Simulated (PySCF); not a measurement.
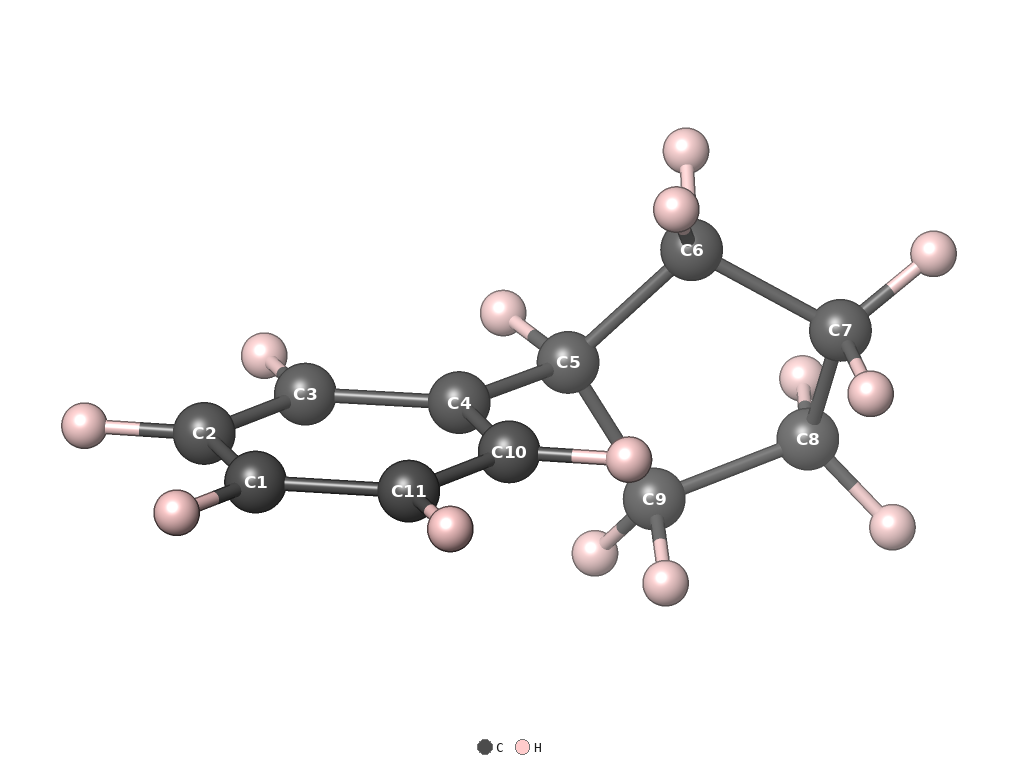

Depth is shown by fading: the farther an atom, the more it takes the colour of the background. The computed structure is the end point of a PBE0-D3(BJ)/def2-SVP optimisation. No frequency run is at hand to confirm it as a minimum.

How is the 6-membered ring C1–C2–C3–C4–C10–C11 puckered?

Answer. It is planar. The Cremer–Pople amplitude Q is 0.00 Å.

Give the torsion angles round the ring, beginning with the bond from its second to its third atom.

Answer. 0°, 0°, 0°, 0°, 0°, 0°.
